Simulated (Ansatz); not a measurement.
## Fields on a plane of ZrO2 (polar-ZrO2 type, space group Pca2_1)

```
CELL_PARAMETERS angstrom
      5.32380     0.00000     0.00000
      0.00000     5.09807     0.00000
      0.00000     0.00000     5.12809
ATOMIC_POSITIONS crystal
  Zr 0.03061 0.26578 0.24988
  Zr 0.96939 0.73422 0.74988
  Zr 0.53061 0.73422 0.24988
  Zr 0.46939 0.26578 0.74988
  O  0.36449 0.06507 0.10466
  O  0.63551 0.93493 0.60466
  O  0.86449 0.93493 0.10466
  O  0.13551 0.06507 0.60466
  O  0.22603 0.53462 0.00146
  O  0.77397 0.46538 0.50146
  O  0.72603 0.46538 0.00146
  O  0.27397 0.53462 0.50146
```

The slice is a (100) plane (indices of the conventional cell) through the point (0.469, 0.266, 0.750) (fractional), spanned by u = [010] and v = [001] in vectors of this cell: u (5.10 Å) and v (5.13 Å, at 90° to u). It covers one period; positions are fractions (u, v).

Atoms on it: Zr at (0.00, 0.00). Other atoms lie within 1 Å of the plane.

Computed with PBE (plane waves to 420 eV, PAW, scalar-relativistic; Ansatz, a program for electronic structure). k mesh 5×5×5. Inside the PAW spheres the values are not all-electron values, and peaks at nuclei hang on which shells count as valence. ZrO2 is run without spin polarisation. ZrO2 was relaxed with its symmetry unable to fall.

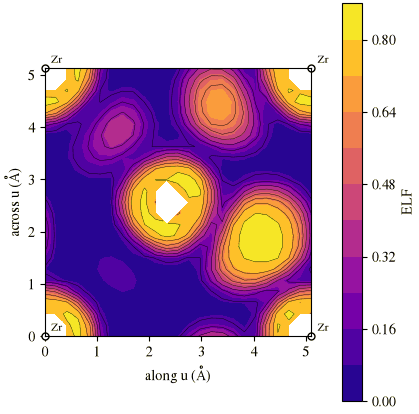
*Electron localisation function (ELF), one period of the plane, atoms marked. Points within 0.4 Å of a nucleus are left white, as the pseudised field means little there.*

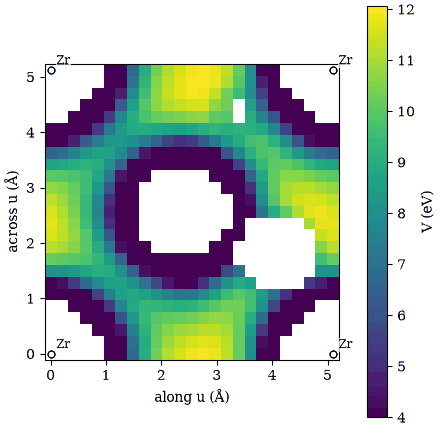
Figure: Electrostatic potential energy of an electron, from the cell's mean, in eV, one period of the plane, atoms marked. Points within 0.9 Å of a nucleus are left white, as the pseudised field means little there. Values under 4 eV are set to 4. The zero, the cell's mean, hangs on the PAW cores.
